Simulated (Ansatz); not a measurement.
Input

```
crystal:
  periodic: [false, false, false]
  atoms:
    - { symbol: "N", position_ang: [0.5168, 1.3365, -0.5837] }
    - { symbol: C, position_ang: [0.5663, 0.0145, -0.5081] }
    - { symbol: O, position_ang: [1.3711, -0.6082, -1.1629] }
    - { symbol: Si, position_ang: [-0.5165, -0.9594, 0.6229] }
    - { symbol: H, position_ang: [2.10472, -0.62922, -1.82733] }
    - { symbol: H, position_ang: [-0.2097, 1.9417, -0.0796] }
    - { symbol: H, position_ang: [-1.4122, -1.9339, -0.1223] }
    - { symbol: H, position_ang: [0.1814, -1.6831, 1.6917] }
    - { symbol: H, position_ang: [-1.5195, -0.0118, 1.3558] }
basis:
  gaussian: { orbitals: def2-SVP }
hamiltonian:
  xc: b3lyp
relax:
  f_tol: 0.02
  max_steps: 50
output:
  orbitals: {}
```

Command:

```sh
ansatz run input.yaml --threads 2 --pin off --max-ram 3072MiB --backend cpu --events-out ev --progress --plain --runs-dir out
```

The fields are those of the relaxed geometry.

All numbers below come from RKS B3LYP/def2-SVP in Ansatz.

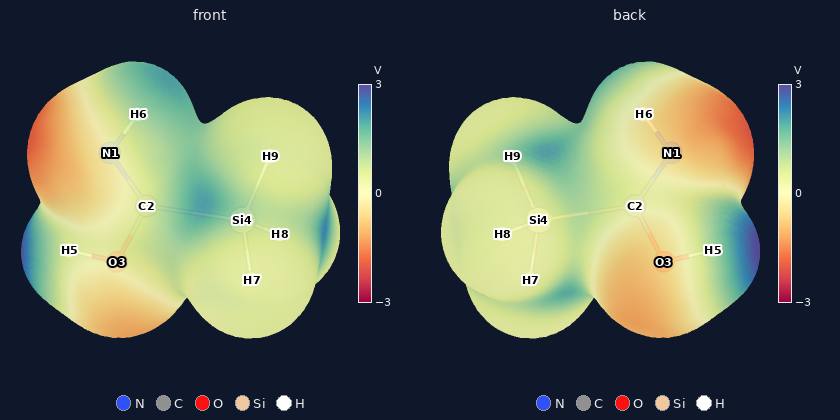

CH$_{5}$NOSi. The molecular electrostatic potential painted on the density surface at 0.004 e/bohr³, seen from the front and from behind; the colour scale runs from red (negative) to blue (positive).

### Which sites attract a positive test charge, and which a negative one?

A positive charge is drawn to the negative regions and a negative charge to the positive ones. The most negative region (about −1.9 V) lies over N1, the most positive (about +2.9 V) over H5. N1 is the likeliest acceptor of a hydrogen bond.
